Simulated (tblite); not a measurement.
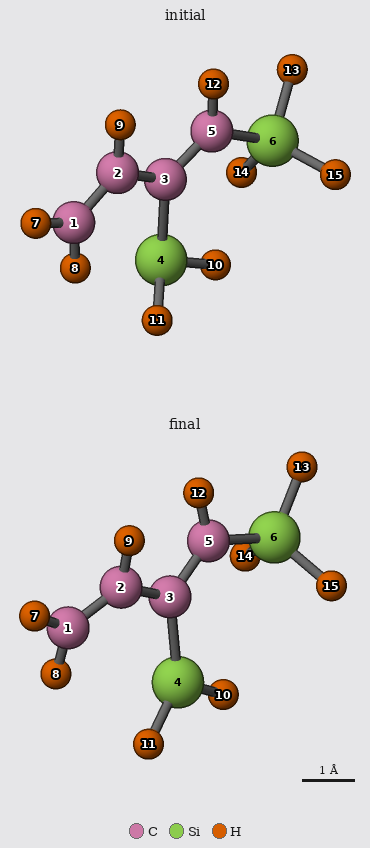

The structure of C4H9Si2 (multiplicity 2) before (top) and after (bottom) a relaxation, at one scale.

A ball-and-stick model, seen from a free direction.

These are results of GFN2-xTB geometry optimisation, gas phase (tblite), not measurements. 

What changed between the two?

Answer. After 77 geometry steps the energy has fallen by 0.534 eV. H14 moves most after the best rigid fit: 0.52 Å. By element the largest moves are H 0.52 Å, Si 0.46 Å, C 0.19 Å. Among the contacts that change: Si4–Si6 3.238 → 3.505 Å, C3–C5 1.332 → 1.375 Å, C1–C2 1.305 → 1.329 Å, C3–Si4 1.852 → 1.832 Å. Among the angles between lasting bonds that change: C3–Si4–H11 110.7° → 122.4°, C3–Si4–H10 113.3° → 121.9°, C1–C2–C3 118.7° → 127.0°. Groups turn about C5–Si6 by about 25°. The run took 1.1 s on 1 thread of Intel(R) Xeon(R) Processor @ 2.70GHz, on a shared host.
